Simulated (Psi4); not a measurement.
# SiH4O4 (orthosilicic acid) at wB97X-V/def2-SVP

What is the vertical singlet–triplet gap of SiH4O4 (orthosilicic acid) at wB97X-V/def2-SVP? 

The calculation is run with Psi4 1.11.

2 further runs of the same task are left out: 2 that didn't finish.

### Step 1. The structure to begin with

SiH4O4: 9 atoms, total charge 0, spin state singlet. As SMILES, `O[Si](O)(O)O`. The coordinates come from a PBE0-D4/def2-TZVP relaxation. This is one conformer, not always the lowest.

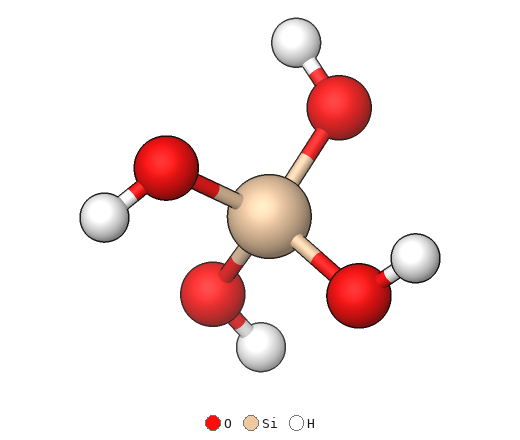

The structure, seen from a chosen angle (oxygen red, silicon light orange, hydrogen white).

### Step 2. A single-point energy at wB97X-V/def2-SVP

h4o4si.xyz reads:

```xyz
9
H4O4Si
O     -0.969050     0.776350    -1.057560
Si     0.000010     0.000030    -0.000040
O      1.527610     0.433680    -0.372150
O     -0.043140    -1.629280    -0.059900
O     -0.515400     0.419370     1.489460
H     -0.639460     0.869750    -1.952330
H      2.226280    -0.135170    -0.046190
H     -0.768040    -2.056130     0.398680
H     -0.818790     1.321420     1.600040
```

job.py reads:

```python
import psi4

psi4.set_memory(2200000000)
psi4.set_num_threads(1)
psi4.core.set_output_file('run.log', False)

with open('h4o4si.xyz') as f:
    atoms = ''.join(f.readlines()[2:])
mol = psi4.geometry('0 1\n' + atoms + 'symmetry c1\nno_reorient\nno_com')

psi4.set_options({
    'basis': 'def2-SVP',
    'puream': True,
    'e_convergence': 1e-09,
    'd_convergence': 1e-08,
    'scf_type': 'pk',
    'dft_radial_points': 99,
    'dft_spherical_points': 590,
})

e, wfn = psi4.energy('wb97x-v', return_wfn=True)
print('E =', round(e, 9))
for k, v in sorted(psi4.core.scalar_variables().items()):
    print(f'{k:45s} {v:18.10f}')
```

The run is started by

```sh
$ python job.py
```

run.log, cut to the lines that bear on the results:

```text
[...]
  Running in c1 symmetry.
[...]
  Nuclear repulsion =  269.977267005942565
[...]
  Multiplicity = 1
[...]
  Nalpha       = 25
  Nbeta        = 25
[...]
    Number of basis functions: 94
[...]
   @RKS iter   1:  -592.15276020613669   -5.40061e-01   1.03754e-02 DIIS/ADIIS
[...]
   @RKS iter  11:  -592.51124006155851   -2.84217e-12   1.70151e-09 DIIS
[...]
    Orbital Energies [Eh]
    ---------------------
    Doubly Occupied:
       1A    -66.191684     2A    -19.213559     3A    -19.213527
       4A    -19.213526     5A    -19.213516     6A     -5.440497
       7A     -3.794987     8A     -3.794987     9A     -3.794853
      10A     -1.148410    11A     -1.105872    12A     -1.105871
      13A     -1.099838    14A     -0.697187    15A     -0.633203
      16A     -0.633201    17A     -0.622305    18A     -0.505038
      19A     -0.474416    20A     -0.472494    21A     -0.472492
      22A     -0.451668    23A     -0.446426    24A     -0.415372
      25A     -0.415370
[...]
  @RKS Final Energy:  -592.51124006155851
   => Energetics <=
    Nuclear Repulsion Energy =            269.9772670059425650
    One-Electron Energy =               -1356.0798355291501593
    Two-Electron Energy =                 534.6092477732672705
    DFT Exchange-Correlation Energy =     -41.2211896827844626
    Empirical Dispersion Energy =           0.0000000000000000
    VV10 Nonlocal Energy =                  0.2032703711661979
    Total Energy =                       -592.5112400615585102
[...]
 Multipole Moments:
 ------------------------------------------------------------------------------------
     Multipole            Electronic (a.u.)      Nuclear  (a.u.)        Total (a.u.)
 ------------------------------------------------------------------------------------
 L = 1.  Multiply by 2.5417464519 to convert [e a0] to [Debye]
 Dipole X            :         -0.0005557            0.0005480           -0.0000077
 Dipole Y            :         -0.0025071            0.0023622           -0.0001449
 Dipole Z            :          0.0031627           -0.0029480            0.0002148
 Magnitude           :                                                    0.0002592
[...]
```

The script printed:

```text
E = -592.511240062
CURRENT ENERGY                                   -592.5112400616
CURRENT REFERENCE ENERGY                         -592.5112400616
DD SOLVATION ENERGY                                 0.0000000000
DFT FUNCTIONAL TOTAL ENERGY                      -592.5112400616
DFT TOTAL ENERGY                                 -592.5112400616
DFT VV10 ENERGY                                     0.2032703712
DFT XC ENERGY                                     -41.2211896828
GRID ELECTRONS ALPHA                               25.0000004537
GRID ELECTRONS BETA                                25.0000004537
GRID ELECTRONS TOTAL                               50.0000009075
NUCLEAR REPULSION ENERGY                          269.9772670059
ONE-ELECTRON ENERGY                             -1356.0798355292
PCM POLARIZATION ENERGY                             0.0000000000
PE ENERGY                                           0.0000000000
SCF ITERATION ENERGY                             -592.5112400616
SCF ITERATIONS                                     11.0000000000
SCF TOTAL ENERGY                                 -592.5112400616
TWO-ELECTRON ENERGY                               534.6092477733
XC GRID RADIAL POINTS                              99.0000000000
XC GRID SPHERICAL POINTS                          590.0000000000
XC GRID TOTAL POINTS                           499766.0000000000
```

Run time: 1.8 min. Hardware: 1 thread of Intel Xeon 6975P-C (Granite Rapids), shared host; peak memory 0.98 GiB.

### Step 3. The triplet, same level

job.in reads:

```
memory 2200 MB

molecule m {
  0 3
  O
  Si 1 1.630981
  O 2 1.630975 1 106.38019
  O 2 1.63098 3 106.38066 1 124.05948
  O 2 1.630982 3 115.84778 1 -117.9703
  H 1 0.958106 2 116.58611 3 36.75556
  H 3 0.958113 2 116.58438 4 -36.74079
  H 4 0.958111 2 116.58379 3 160.76572
  H 5 0.958106 2 116.58573 3 81.24287
  symmetry c1
  no_reorient
  no_com
}

set globals {
  basis def2-SVP
  reference uks
  puream true
  e_convergence 1e-09
  d_convergence 1e-08
  scf_type pk
  dft_radial_points 99
  dft_spherical_points 590
  maxiter 100
}

energy_value = energy('wb97x-v')
```

The run is started by

```sh
$ psi4 -n 1 job.in job.out
```

job.out, cut to the lines that bear on the results:

```text
[...]
  Running in c1 symmetry.
[...]
  Nuclear repulsion =  269.977287468162217
[...]
  Multiplicity = 3
[...]
  Nalpha       = 26
  Nbeta        = 24
[...]
    Number of basis functions: 94
[...]
   @UKS iter   1:  -591.90451536762509   -2.91815e-01   8.68890e-03 ADIIS/DIIS
[...]
   @UKS iter  47:  -592.17344977587891    8.39009e-11   3.54261e-09 DIIS
[...]
   @S^2 Observed:                2.008113349E+00
[...]
    Orbital Energies [Eh]
    ---------------------
    Alpha Occupied:
       1A    -66.223906     2A    -19.277510     3A    -19.277257
       4A    -19.273349     5A    -19.273223     6A     -5.473626
       7A     -3.828025     8A     -3.827825     9A     -3.827475
      10A     -1.204346    11A     -1.166020    12A     -1.162757
      13A     -1.158642    14A     -0.743211    15A     -0.682481
      16A     -0.679330    17A     -0.670489    18A     -0.566513
      19A     -0.533297    20A     -0.531470    21A     -0.525579
      22A     -0.515517    23A     -0.504603    24A     -0.488793
      25A     -0.479568    26A     -0.085646
    Alpha Virtual:
[...]
  @UKS Final Energy:  -592.17344977587891
   => Energetics <=
    Nuclear Repulsion Energy =            269.9772874681622170
    One-Electron Energy =               -1353.6532132683989857
    Two-Electron Energy =                 532.3950221442011070
    DFT Exchange-Correlation Energy =     -41.0944346714670843
    Empirical Dispersion Energy =           0.0000000000000000
    VV10 Nonlocal Energy =                  0.2018885516236708
    Total Energy =                       -592.1734497758789075
[...]
 Multipole Moments:
 ------------------------------------------------------------------------------------
     Multipole            Electronic (a.u.)      Nuclear  (a.u.)        Total (a.u.)
 ------------------------------------------------------------------------------------
 L = 1.  Multiply by 2.5417464519 to convert [e a0] to [Debye]
 Dipole X            :          0.0152022            0.0000274            0.0152296
 Dipole Y            :         -0.0099304            0.0002551           -0.0096754
 Dipole Z            :          0.0103771            0.0002934            0.0106705
 Magnitude           :                                                    0.0209622
[...]
```

It took 7.4 min on 1 thread of Intel Xeon 6975P-C (Granite Rapids), shared host; peak memory 0.99 GiB.

### Step 4. Results

Level: wB97X-V/def2-SVP.

```
                                        quantity          value
                           singlet: total energy  -592.51124 Eh
                          singlet: dipole moment         0.00 D
                            singlet: HOMO energy      -11.30 eV
                            singlet: LUMO energy        3.23 eV
                          singlet: HOMO–LUMO gap       14.54 eV
                           triplet: total energy  -592.17345 Eh
                          triplet: dipole moment         0.05 D
     triplet: HOMO energy (highest over α and β)       -2.33 eV
                                   triplet: ⟨S²⟩          2.008
vertical energy of the triplet above the singlet       9.192 eV
```

In words: At this shape the triplet lies 9.19 eV (212 kcal/mol) above the singlet.
